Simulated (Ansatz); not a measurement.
How far to go with shifted k-point meshes: LaMg (Pmm2, 4 atoms in the cell)

```yaml
crystal:
  lattice:
    - [5.63232, 0.00000, 0.00000]
    - [0.00000, 3.81286, 0.00000]
    - [0.00000, 0.00000, 5.80638]
  atoms:
    - { symbol: La, position: [0.75000, 0.00000, 0.80171] }
    - { symbol: La, position: [0.25000, 0.00000, 0.20690] }
    - { symbol: Mg, position: [0.25000, 0.50000, 0.69324] }
    - { symbol: Mg, position: [0.75000, 0.50000, 0.30676] }
```

Method of the run: PBEsol, default PAW files made with PBE (plane waves; Ansatz, a quantum-chemistry and plane-wave program).

Base settings: basis.ecutwfc = 420 eV; kpoints.mp_grid.grid = 6 9 6; hamiltonian.xc = pbesol; hamiltonian.pseudopotentials = {kind: paw} (the program's default PAW files); scf.occupations.method = fermi_dirac; scf.occupations.width = 0.1 eV.

In this ladder: kpoints.mp_grid.shift = 0.5 0.5 0.5.

Only quantities that move along the ladder and can be compared are tabulated.

The count of work is k-points × plane waves × bands × iterations; it is no time. 

The starting cell comes from a database of computed structures (which also holds hypothetical and non-ambient phases and stackings), without a prior relaxation at this level. Its lattice was rescaled by up to half a per cent. One atom was moved a little off its site on purpose. Ansatz's pressure includes its estimate of the finite-basis (Pulay) stress.

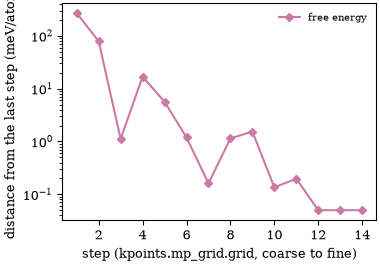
*Distance from the last step along the ladder; very small values are drawn at a floor.*

```csv
kpoints.mp_grid.grid,free energy less the last step's (meV/atom),pressure (GPa),largest difference of a force vector from the last step's (eV/Å),count of work / last
1 2 1,269.46,4.26,0.247,0.00092
2 2 2,79.03,-1.48,0.235,0.00082
2 3 2,-1.12,-1.08,0.157,0.0016
3 4 2,-16.88,-1.50,0.060,0.0033
3 4 3,5.65,-1.27,0.030,0.0057
3 5 3,-1.19,-1.56,0.033,0.0086
4 5 4,0.16,-1.65,0.026,0.0086
4 6 4,-1.14,-1.67,0.008,0.0086
5 7 5,-1.54,-1.65,0.005,0.026
6 8 6,-0.14,-1.63,0.005,0.026
7 10 7,0.20,-1.62,0.002,0.057
9 12 8,0.01,-1.63,0.001,0.086
10 15 10,-0.01,-1.63,0.000,0.14
13 19 12,0.00,-1.63,0.000,0.30
19 28 19,0.00,-1.63,0.000,1.0
```

Coarsest kpoints.mp_grid.grid that holds the free energy within 0.5 meV/atom of the last step, with all finer ones: 6 8 6, at 0.026 of the last step's count of work; the step before is off by 1.5 meV/atom.

Coarsest kpoints.mp_grid.grid that holds the forces within 0.02 eV/Å of the last step, with all finer ones: 4 6 4, at 0.0086 of the last step's count of work; the step before is off by 0.026 eV/Å.

Coarsest kpoints.mp_grid.grid that holds the pressure within 0.2 GPa of the last step, with all finer ones: 3 5 3, at 0.0086 of the last step's count of work; the step before is off by 0.36 GPa.

Keys are those of Ansatz 0.2.
